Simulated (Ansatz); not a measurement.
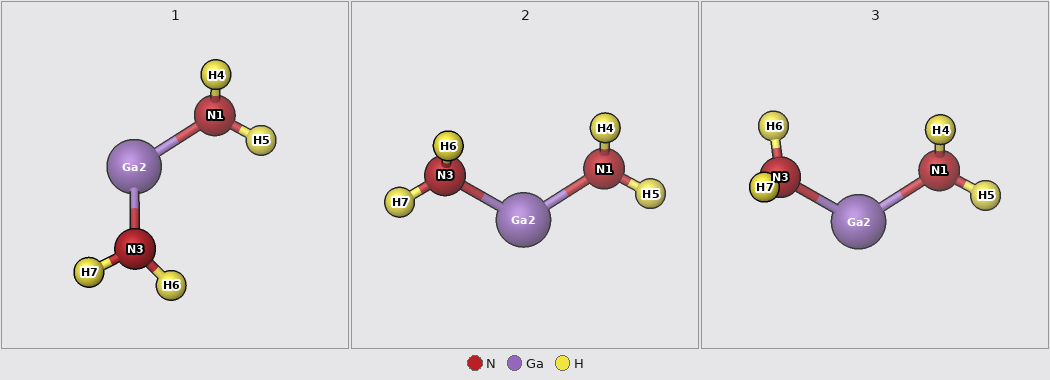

GaH4N2, SMILES [NH2][Ga][NH2], spin multiplicity 2. First axis: dihedral N1–Ga2–N3–H6. Second axis: dihedral H4–N1–Ga2–N3. Nothing is relaxed (all other coordinates rigid). The scan uses an 18 × 18 grid. Points are written as (first, second). Energies: kJ/mol, counted from the relaxed molecule at the same level. Method: UKS PBE0-D4/def2-SVP (Ansatz 0.2.0).

The numbered pictures are structures from this grid.

**Rank them by energy, lowest first.**

2, at (−40°, 20°): 4.1 kJ/mol; 3, at (40°, 20°): 25.8 kJ/mol; 1, at (−60°, −100°): 32.5 kJ/mol.

The map, with the structures marked:

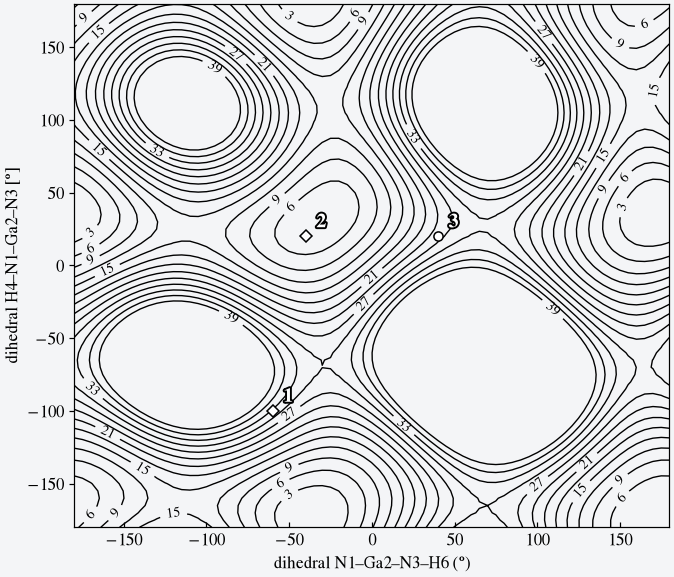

Drawn: contour lines labelled in kJ/mol (none above 39). Between grid points the surface is interpolated.
